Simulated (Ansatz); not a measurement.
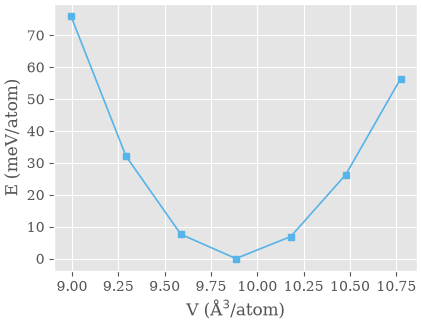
ZrB2 in space group P6/mmm (No. 191; Zr on 1a, B on 2d) under volume change, the program Ansatz at the LDA level (PAW), shape and atoms relaxed at each volume.

Task: What does a third-order Birch–Murnaghan fit give for V₀, B₀ and B′?

Result: V₀ = 9.88 Å³/atom, B₀ = 260 GPa, B′ = 3.9.

The cell was relaxed with LDA under the symmetry of its start; of distortions, only those at the zone centre were tested. No spin polarisation was allowed.

Potentials: the later of the program's two PAW sets.
